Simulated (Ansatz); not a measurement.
# C4H4Ge: molecular dynamics (part 2 of 2)

C4H4Ge, SMILES C#[C][GeH2][C]#C; RKS PBE-d4/6-31G* (Ansatz 0.2.0). The geometry comes from this level: PBE0-D4/def2-TZVP.

Geometry of the input (Å):
```
C  1.3183  0.0185  2.3079
C  0.9538  -0.2616  1.1947
Ge 0.3977  -0.7219  -0.5594
C  -1.0267  0.4238  -1.0655
C  -1.9328  1.1432  -1.4003
H  1.6385  0.2689  3.2933
H  1.5688  -0.5271  -1.5264
H  -0.0949  -2.1716  -0.5674
H  -2.7344  1.7815  -1.6939
```

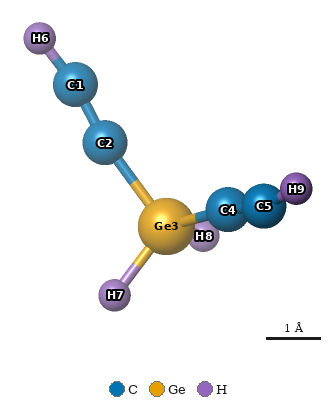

**Figure 1.** The geometry at step 13 of the log (ball-and-stick view, seen at a tilt; atoms are numbered from 1 in the order of the input).

### Trajectory as extended XYZ, continued
```
9
Properties=species:S:1:pos:R:3:forces:R:3 step=6 time_fs=6.0 energy=-60705.39139 temperature=421.8
C     1.2587    0.0519    2.3362   -0.2968  -0.3587  -2.1057
C     0.9738   -0.2501    1.1593    0.4235   0.5385   2.4045
Ge    0.4022   -0.7340   -0.5727    0.0530  -0.6692   0.1846
C    -1.0380    0.4126   -1.0127   -0.0803   0.0870  -0.4239
C    -1.9194    1.1825   -1.3812   -0.3213   0.0951   0.3273
H     1.6064    0.4082    3.2922   -0.0881  -0.1082   0.0126
H     1.6220   -0.6349   -1.4943    0.1026   0.2817  -0.3266
H     0.0437   -2.2659   -0.5726   -0.2123   0.4055   0.0210
H    -2.7658    1.8512   -1.5319    0.4197  -0.2717  -0.0938
9
Properties=species:S:1:pos:R:3:forces:R:3 step=7 time_fs=7.0 energy=-60705.35982 temperature=387.8
C     1.2488    0.0574    2.3387   -0.3712  -0.4719  -2.5127
C     0.9776   -0.2474    1.1571    0.4093   0.5652   2.5295
Ge    0.4027   -0.7363   -0.5748    0.4520  -0.7144   0.0292
C    -1.0372    0.4084   -1.0036   -0.8056   0.7325  -0.7590
C    -1.9197    1.1909   -1.3782    0.2653  -0.4472   0.6346
H     1.5955    0.4256    3.2828   -0.0094  -0.0292   0.2607
H     1.6458   -0.6442   -1.5072   -0.2153   0.2795  -0.1019
H     0.0608   -2.2734   -0.5729   -0.2372   0.4271   0.0204
H    -2.7706    1.8640   -1.5097    0.5122  -0.3416  -0.1009
9
Properties=species:S:1:pos:R:3:forces:R:3 step=8 time_fs=8.0 energy=-60705.32765 temperature=352.9
C     1.2386    0.0624    2.3392   -0.3156  -0.4483  -2.4461
C     0.9818   -0.2443    1.1569    0.3066   0.4957   2.2909
Ge    0.4034   -0.7386   -0.5768    0.8101  -0.6916  -0.0680
C    -1.0370    0.4049   -0.9952   -1.3788   1.2598  -1.0300
C    -1.9198    1.1989   -1.3747    0.8494  -0.9874   0.9065
H     1.5844    0.4428    3.2759    0.0150  -0.0025   0.3600
H     1.6675   -0.6509   -1.5210   -0.4899   0.2768   0.0945
H     0.0757   -2.2767   -0.5730   -0.2654   0.4025   0.0198
H    -2.7704    1.8735   -1.4885    0.4687  -0.3050  -0.1275
9
Properties=species:S:1:pos:R:3:forces:R:3 step=9 time_fs=9.0 energy=-60705.30419 temperature=327.1
C     1.2281    0.0671    2.3377   -0.1293  -0.2678  -1.8812
C     0.9862   -0.2407    1.1586    0.1298   0.3322   1.7054
Ge    0.4041   -0.7410   -0.5789    1.0878  -0.5950  -0.0971
C    -1.0379    0.4024   -0.9876   -1.7292   1.6013  -1.2083
C    -1.9193    1.2061   -1.3704    1.3417  -1.4445   1.1066
H     1.5735    0.4599    3.2725   -0.0287  -0.0494   0.2760
H     1.6845   -0.6549   -1.5340   -0.6947   0.2744   0.2427
H     0.0880   -2.2762   -0.5729   -0.2964   0.3332   0.0197
H    -2.7657    1.8801   -1.4686    0.3190  -0.1845  -0.1638
9
Properties=species:S:1:pos:R:3:forces:R:3 step=10 time_fs=10.0 energy=-60705.29117 temperature=312.6
C     1.2176    0.0716    2.3348    0.1418   0.0362  -0.9366
C     0.9908   -0.2369    1.1616   -0.0956   0.0913   0.8421
Ge    0.4050   -0.7435   -0.5809    1.2637  -0.4280  -0.0642
C    -1.0402    0.4011   -0.9810   -1.8153   1.7136  -1.2770
C    -1.9177    1.2122   -1.3653    1.6473  -1.7337   1.2090
H     1.5623    0.4766    3.2717   -0.1170  -0.1500   0.0705
H     1.6949   -0.6563   -1.5446   -0.8199   0.2719   0.3355
H     0.0975   -2.2725   -0.5726   -0.3288   0.2253   0.0207
H    -2.7580    1.8850   -1.4502    0.1237  -0.0265  -0.2001
9
Properties=species:S:1:pos:R:3:forces:R:3 step=11 time_fs=11.0 energy=-60705.28690 temperature=307.8
C     1.2071    0.0762    2.3310    0.4237   0.3869   0.1610
C     0.9952   -0.2331    1.1653   -0.3343  -0.1947  -0.1728
Ge    0.4060   -0.7461   -0.5830    1.3277  -0.2054   0.0182
C    -1.0439    0.4012   -0.9754   -1.6214   1.5744  -1.2291
C    -1.9147    1.2169   -1.3592    1.6739  -1.7722   1.1984
H     1.5500    0.4918    3.2716   -0.2057  -0.2559  -0.1409
H     1.6974   -0.6550   -1.5520   -0.8641   0.2690   0.3711
H     0.1039   -2.2667   -0.5722   -0.3604   0.0904   0.0230
H    -2.7491    1.8896   -1.4337   -0.0394   0.1074  -0.2289
9
Properties=species:S:1:pos:R:3:forces:R:3 step=12 time_fs=12.0 energy=-60705.29101 temperature=312.3
C     1.1970    0.0810    2.3274    0.6426   0.6926   1.1446
C     0.9994   -0.2293    1.1689   -0.5471  -0.4790  -1.1635
Ge    0.4072   -0.7486   -0.5850    1.2759   0.0468   0.1384
C    -1.0490    0.4026   -0.9708   -1.1571   1.1833  -1.0672
C    -1.9104    1.2202   -1.3521    1.3612  -1.5029   1.0714
H     1.5357    0.5046    3.2701   -0.2548  -0.3177  -0.2523
H     1.6916   -0.6513   -1.5558   -0.8277   0.2659   0.3491
H     0.1067   -2.2599   -0.5715   -0.3879  -0.0533   0.0261
H    -2.7405    1.8952   -1.4194   -0.1052   0.1643  -0.2466
9
Properties=species:S:1:pos:R:3:forces:R:3 step=13 time_fs=13.0 energy=-60705.30228 temperature=324.4
C     1.1874    0.0864    2.3247    0.7473   0.8724   1.7718
C     1.0032   -0.2260    1.1716   -0.6988  -0.7078  -1.9361
Ge    0.4086   -0.7512   -0.5871    1.1089   0.2934   0.2885
C    -1.0550    0.4050   -0.9671   -0.4636   0.5689  -0.8062
C    -1.9050    1.2222   -1.3441    0.7243  -0.9314   0.8403
H     1.5190    0.5143    3.2662   -0.2429  -0.3044  -0.2027
H     1.6780   -0.6449   -1.5563   -0.7112   0.2629   0.2686
H     0.1059   -2.2537   -0.5706   -0.4064  -0.1828   0.0294
H    -2.7330    1.9024   -1.4075   -0.0575   0.1288  -0.2537
9
Properties=species:S:1:pos:R:3:forces:R:3 step=14 time_fs=14.0 energy=-60705.31481 temperature=337.6
C     1.1784    0.0925    2.3235    0.7207   0.8776   1.8878
C     1.0064   -0.2232    1.1726   -0.7683  -0.8354  -2.3329
Ge    0.4102   -0.7538   -0.5891    0.8336   0.4964   0.4651
C    -1.0613    0.4078   -0.9640    0.3758  -0.1997  -0.4781
C    -1.8990    1.2235   -1.3355   -0.1249  -0.1485   0.5369
H     1.4999    0.5211    3.2604   -0.1705  -0.2105   0.0130
H     1.6575   -0.6361   -1.5543   -0.5167   0.2608   0.1296
H     0.1012   -2.2493   -0.5693   -0.4107  -0.2737   0.0317
H    -2.7260    1.9108   -1.3980    0.0609   0.0329  -0.2531
9
Properties=species:S:1:pos:R:3:forces:R:3 step=15 time_fs=15.0 energy=-60705.32069 temperature=343.9
C     1.1700    0.0993    2.3237    0.5880   0.7132   1.4909
C     1.0089   -0.2212    1.1719   -0.7547  -0.8394  -2.2896
Ge    0.4118   -0.7562   -0.5910    0.4677   0.6235   0.6639
C    -1.0674    0.4104   -0.9613    1.2325  -1.0057  -0.1350
C    -1.8932    1.2247   -1.3265   -0.9969   0.6797   0.2138
H     1.4793    0.5259    3.2547   -0.0617  -0.0620   0.3348
H     1.6321   -0.6247   -1.5510   -0.2544   0.2605  -0.0622
H     0.0926   -2.2474   -0.5678   -0.3955  -0.3068   0.0316
H    -2.7185    1.9196   -1.3909    0.1750  -0.0631  -0.2481
9
Properties=species:S:1:pos:R:3:forces:R:3 step=16 time_fs=16.0 energy=-60705.31843 temperature=342.1
C     1.1621    0.1066    2.3252    0.4117   0.4467   0.7565
C     1.0109   -0.2197    1.1692   -0.6755  -0.7287  -1.8558
Ge    0.4135   -0.7586   -0.5929    0.0480   0.6582   0.8726
C    -1.0725    0.4122   -0.9587    1.9455  -1.6948   0.1567
C    -1.8881    1.2264   -1.3173   -1.6760   1.3512  -0.0616
H     1.4580    0.5301    3.2522    0.0385   0.0819   0.6348
H     1.6042   -0.6109   -1.5483    0.0490   0.2615  -0.2884
H     0.0801   -2.2485   -0.5660   -0.3574  -0.2745   0.0276
H    -2.7092    1.9277   -1.3862    0.2162  -0.1016  -0.2424
9
Properties=species:S:1:pos:R:3:forces:R:3 step=17 time_fs=17.0 energy=-60705.31658 temperature=340.7
C     1.1545    0.1144    2.3273    0.2659   0.1831  -0.0310
C     1.0123   -0.2189    1.1651   -0.5578  -0.5369  -1.1653
Ge    0.4153   -0.7609   -0.5946   -0.3661   0.6054   1.0631
C    -1.0760    0.4127   -0.9559    2.3613  -2.1118   0.3342
C    -1.8844    1.2292   -1.3081   -1.9835   1.6862  -0.2250
H     1.4371    0.5351    3.2558    0.0816   0.1484   0.7559
H     1.5768   -0.5945   -1.5483    0.3447   0.2603  -0.5119
H     0.0643   -2.2523   -0.5639   -0.2961  -0.1840   0.0189
H    -2.6979    1.9349   -1.3838    0.1500  -0.0508  -0.2389
9
Properties=species:S:1:pos:R:3:forces:R:3 step=18 time_fs=18.0 energy=-60705.32479 temperature=349.8
C     1.1471    0.1222    2.3293    0.1947   0.0037  -0.6328
C     1.0133   -0.2185    1.1601   -0.4281  -0.3071  -0.3742
Ge    0.4169   -0.7632   -0.5962   -0.6991   0.4918   1.1917
C    -1.0776    0.4115   -0.9529    2.3888  -2.1559   0.3619
C    -1.8823    1.2334   -1.2991   -1.8435   1.5933  -0.2407
H     1.4170    0.5415    3.2667    0.0471   0.0969   0.6064
H     1.5527   -0.5757   -1.5533    0.5679   0.2486  -0.6788
H     0.0456   -2.2578   -0.5616   -0.2150  -0.0548   0.0055
H    -2.6852    1.9416   -1.3837   -0.0128   0.0834  -0.2391
9
Properties=species:S:1:pos:R:3:forces:R:3 step=19 time_fs=19.0 energy=-60705.34239 temperature=368.5
C     1.1398    0.1301    2.3308    0.1903  -0.0798  -0.9762
C     1.0140   -0.2183    1.1547   -0.3058  -0.0773   0.3877
Ge    0.4185   -0.7653   -0.5977   -0.8844   0.3579   1.2142
C    -1.0773    0.4085   -0.9496    2.0368  -1.8235   0.2473
C    -1.8816    1.2388   -1.2903   -1.3238   1.1185  -0.1190
H     1.3973    0.5489    3.2833   -0.0409  -0.0487   0.2337
H     1.5341   -0.5545   -1.5647    0.6604   0.2145  -0.7355
H     0.0249   -2.2638   -0.5593   -0.1206   0.0871  -0.0117
H    -2.6726    1.9490   -1.3859   -0.2119   0.2514  -0.2404
9
Properties=species:S:1:pos:R:3:forces:R:3 step=20 time_fs=20.0 energy=-60705.36024 temperature=387.7
C     1.1328    0.1379    2.3316    0.2130  -0.1116  -1.1342
C     1.0143   -0.2182    1.1497   -0.2026   0.1249   1.0340
Ge    0.4200   -0.7674   -0.5989   -0.8950   0.2454   1.1108
C    -1.0753    0.4041   -0.9461    1.4077  -1.2068   0.0354
C    -1.8820    1.2452   -1.2816   -0.6151   0.4336   0.0866
H     1.3773    0.5557    3.3021   -0.1346  -0.2196  -0.2128
H     1.5217   -0.5312   -1.5832    0.6010   0.1487  -0.6551
H     0.0030   -2.2690   -0.5571   -0.0216   0.2163  -0.0308
H    -2.6620    1.9589   -1.3904   -0.3528   0.3691  -0.2341
```

### Results in brief

| quantity | value |
| --- | --- |
| outcome | finished |
| mean temperature over the second half | 339 K |
| trajectory | 20 steps, 20 fs |
| ensemble | nve |
| temperature in the input | 500 K |
| time step | 1 fs |
| potential energy (last step) | −60705.3603 eV |
| mean-field energy (last step) | −60705.1730 eV |
| dispersion energy (last step) | −0.1873 eV |
| SCF solution under orbital rotations (last step) | stable |
| largest force (length of the vector) (last step) | 1.855 eV/Å |
| dipole moment (last step) | 0.24 D |
| hardware | 4 threads of Arm Neoverse V1, 23 GiB of memory available, shared host |
| wall time | 20 s (CPU time 73 s) |
| peak memory | 0.16 GiB |

### Remarks

So short a trajectory is not equilibrated.
